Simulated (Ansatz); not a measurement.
La₂O₃ (A-La2O3 type, space group P-3m1)

```yaml
crystal:
  lattice:
    - [3.94042, 0.00000, 0.00000]
    - [-1.97021, 3.41251, 0.00000]
    - [0.00000, 0.00000, 6.18831]
  atoms:
    - { symbol: La, position: [0.33333, 0.66667, 0.24738] }
    - { symbol: La, position: [0.66667, 0.33333, 0.75262] }
    - { symbol: O, position: [0.00000, 0.00000, 0.00000] }
    - { symbol: O, position: [0.33333, 0.66667, 0.64529] }
    - { symbol: O, position: [0.66667, 0.33333, 0.35471] }
```

This relaxed cell (volume V₀) is scaled evenly in all directions, its shape held. The atoms relax within the cell's symmetry.

These are PBE (plane waves to 420 eV, PAW, scalar-relativistic; Ansatz, a first-principles code) values and carry that method's errors. k mesh 10×10×6 (Γ-centred), Fermi-Dirac smearing 0.05 eV. E stands for the smeared free energy. With the shape held, the modulus is that of even scaling; a crystal free to change shape is softer. La2O3 is run without spin polarisation. La2O3 was relaxed with its symmetry unable to fall. The PAW data are Ansatz's earlier set. ΔE is measured from the relaxed starting cell.

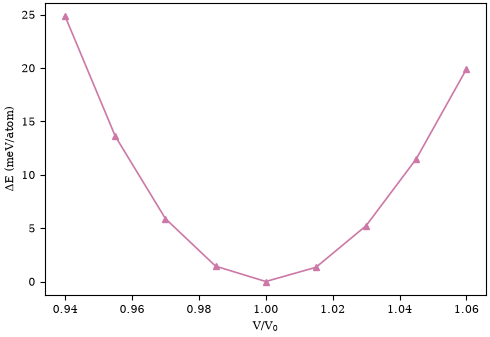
Figure: ΔE (meV/atom) against V/V₀; computed points joined by lines.

Task: What is ΔE at V/V₀ = 0.940?

Result: About 25 meV/atom.

Task: What is ΔE at V/V₀ = 1.060?

Result: About 20 meV/atom.

Task: What bulk modulus at fixed cell shape B₀ follows from a third-order Birch-Murnaghan fit?

Result: About 120 GPa.

(Under strain, the slope of the energy per volume gives the stress and its curvature an elastic modulus.)
